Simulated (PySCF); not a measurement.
SMILES F[SiH2][SiH2]Cl (H4ClFSi2), singlet, PBE/def2-SVP optimised geometry. Atoms within 1.6 Å of the plane z = 0.6 Å (x, y, z in Å): F1 (2.26, -1.14, 0.00), Si2 (0.62, -1.14, 0.00), Si3 (-0.18, 1.08, 0.00), Cl4 (-2.26, 0.86, -0.07), H5 (0.14, -1.86, 1.23), H8 (0.20, 1.83, 1.24).

Calculation: PBE/def2-TZVP in PySCF.

Map of the deformation density (molecule minus spherical neutral atoms) (e/bohr³) on the plane z = 0.6 Å:

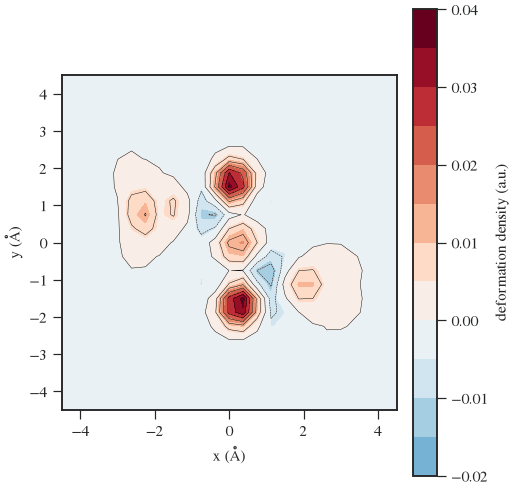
*Deformation density (molecule minus spherical neutral atoms) (e/bohr³) on the plane z = 0.6 Å.*
